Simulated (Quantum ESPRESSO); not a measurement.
Effort and miss along a sweep of ecutwfc: Mg4Ti3 (P6_3/m, 14 atoms in the cell)

Cell: a = 8.1941 Å, b = 8.1941 Å, c = 4.8841 Å, α = 90.00°, β = 90.00°, γ = 120.00°.

Computed with PBEsol, SSSP 1.1.2 efficiency (PBE) pseudopotentials (plane waves; Quantum ESPRESSO 7.5).

Base settings: ecutwfc = 50 Ry; ecutrho = 400 Ry; occupations = smearing; smearing = fermi-dirac; degauss = 0.0073499 Ry; nspin = 2; input_dft = pbesol; potentials = {Mg: Mg.pbe-n-kjpaw_psl.0.3.0.UPF, Ti: ti_pbe_v1.4.uspp.F.UPF}; K_POINTS = automatic 3 3 4 0 0 0; conv_thr = 1e-11 Ry.

Misses are taken against the tightest run, 65 Ry (ecutrho: 400 Ry → 520 Ry), which need not be fully converged itself. The energy is the free energy per atom.

The count of work is k-points × plane waves × bands × iterations; it is no time, and leaves out set-up, grids and terms that scale otherwise. Core times come from one kind of shared machine and are given to one figure; runs under 30 s give none.

The starting cell comes from a database of computed structures (which also holds hypothetical and non-ambient phases and stackings), without a prior relaxation at this level. The starting moments vanished: the run ended non-magnetic.

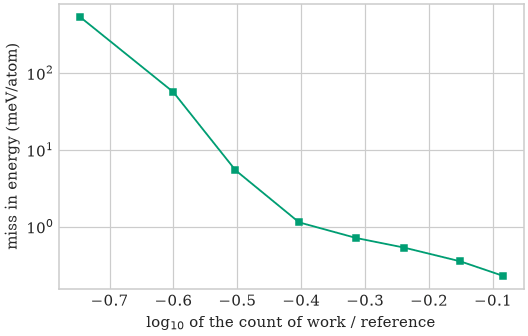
Figure. Miss against the count of work; the reference run is not drawn, and misses under 0.1 meV/atom are drawn there.

```tsv
ecutwfc	energy less reference (meV/atom)	pressure less reference (GPa)	largest difference in the force on any atom (eV/Å)	count of work / reference	core time / reference (rough)
20 Ry (ecutrho: 400 Ry → 160 Ry)	539.95	-24.00	0.177	0.18	0.09
25 Ry (ecutrho: 400 Ry → 200 Ry)	56.63	-3.41	0.053	0.25	0.1
30 Ry (ecutrho: 400 Ry → 240 Ry)	5.41	-0.34	0.000	0.31	0.2
35 Ry (ecutrho: 400 Ry → 280 Ry)	1.13	-0.01	0.001	0.40	0.2
40 Ry (ecutrho: 400 Ry → 320 Ry)	0.71	0.01	0.000	0.49	0.3
45 Ry (ecutrho: 400 Ry → 360 Ry)	0.53	0.01	0.000	0.58	0.3
50 Ry	0.35	0.01	0.000	0.71	0.3
57 Ry (ecutrho: 400 Ry → 456 Ry)	0.23	0.02	0.000	0.82	1.0
65 Ry (ecutrho: 400 Ry → 520 Ry)	0.00	0.00	0.000	1.0	1
```

Coarsest setting among those run that, with all tighter ones, holds the energy within 10 meV/atom of the reference: 30 Ry (ecutrho: 400 Ry → 240 Ry), off by 5.4 meV/atom; it needs 0.31 of the reference's count of work and about 0.2 of the reference's time.

Coarsest setting among those run that, with all tighter ones, holds the energy within 5 meV/atom of the reference: 35 Ry (ecutrho: 400 Ry → 280 Ry), off by 1.1 meV/atom; it needs 0.40 of the reference's count of work and about 0.2 of the reference's time.

The step from 20 Ry (ecutrho: 400 Ry → 160 Ry) to 50 Ry: it takes the miss in the energy from 540 to 0.35 meV/atom, for 3.9 times the count of work and roughly 4 times the time.
